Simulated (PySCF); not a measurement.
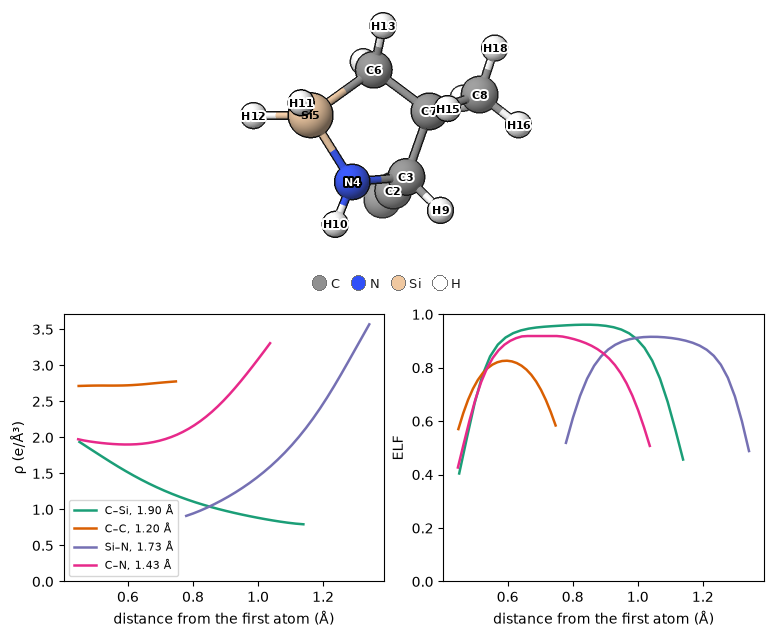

The picture shows: C$_{6}$H$_{10}$NSi (doublet). Total electron density and ELF along straight lines between neighbouring atoms. The curves leave out the atomic cores. The structure is drawn too.

Geometry: GFN2-xTB.

Computed with PySCF, UKS B3LYP, pcH-1 on C H N Si, non-relativistic, mean-field spin-orbit, GIAO.

```xyz
18

C    -0.3402    2.4857   -1.6249
C     0.0161    1.8294   -0.6907
C     0.4320    0.9730    0.4461
N     1.7317    0.4242    0.2101
Si    1.7235   -1.0906   -0.6289
C    -0.1631   -1.2354   -0.4664
C    -0.5195   -0.2200    0.6229
C    -1.9883    0.1796    0.6088
H     0.4406    1.6182    1.3355
H     2.4828    1.0943    0.2012
H     2.4972   -2.0387    0.1758
H     2.1978   -1.0192   -2.0106
H    -0.5290   -2.2258   -0.2049
H    -0.6505   -0.9458   -1.3981
H    -0.2785   -0.6600    1.5980
H    -2.2020    0.8905    1.4048
H    -2.2431    0.6440   -0.3412
H    -2.6161   -0.6972    0.7510
```

Q: Compare the contacts.

A: C–Si (1.90 Å): ρ is about 0.93 e/Å³ halfway; the ELF peaks at about 0.95 between the atoms; a covalent bond.
C–C (1.20 Å): ρ at the midpoint is about 2.7 e/Å³; the ELF peaks at about 0.85 between the atoms; a short, multiple covalent bond.
Si–N (1.73 Å): the density is about 1.1 e/Å³ at the midpoint; the ELF peaks at about 0.90 between the atoms: a polar covalent bond.
C–N (1.43 Å): ρ is about 2 e/Å³ halfway; the ELF peaks at about 0.90 between the atoms: a shared electron pair.
